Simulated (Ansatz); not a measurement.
SnH₂ (space group P4/mmm, No. 123). Coordinates: coordinates from a relaxation with DFT PBE, scalar-relativistic, plane waves, PAW in Ansatz; the starting structure was generated, so it need not be a known form of this composition.

```
CELL_PARAMETERS angstrom
3.75944 0.00000 0.00000
0.00000 3.75944 0.00000
0.00000 0.00000 7.96444
ATOMIC_POSITIONS crystal
Sn 0.00000 0.00000 0.00000
Sn 0.00000 0.00000 0.50000
H 0.50000 0.00000 0.00000
H 0.00000 0.50000 0.00000
H 0.00000 0.00000 0.23826
H 0.00000 0.00000 0.76174
```

Bonds are taken as H–Sn below 2.3 Å. The graph is simplified in the usual way: terminal and isolated atoms are pruned, two-connected atoms become edges.

Derive the underlying net.

The result is a uninodal 6-connected, three-periodic net: Sn(1a) is a 6-connected node. Sn(1b) and H become part of the edges. It is the pcu net, known from NaCl, ReO3 and the B-X framework of perovskite. It is a single net, without interpenetration.

```csv
node,links,point symbol,coordination sequence
Sn(1a),6,4^12.6^3,6 18 38 66 102 146 198 258 326 402
```

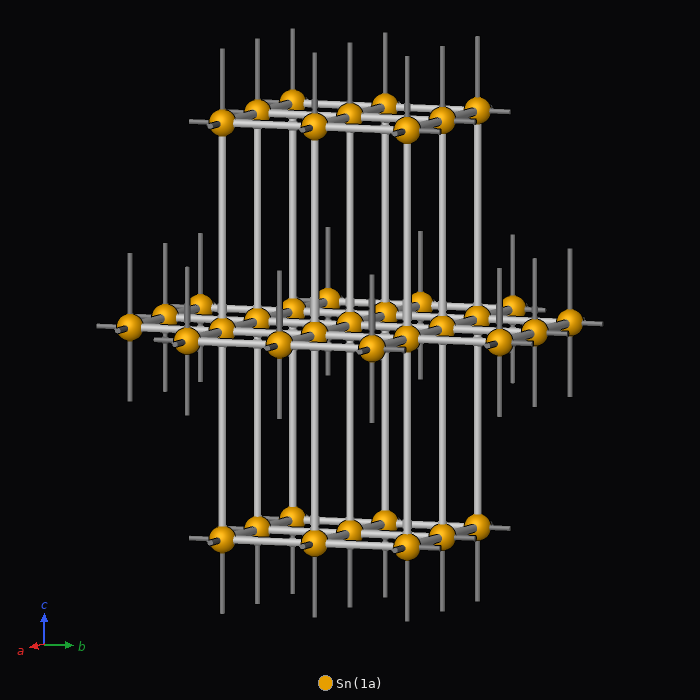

Nodes are coloured by topological kind. Edges to nodes outside the piece are drawn as stubs.
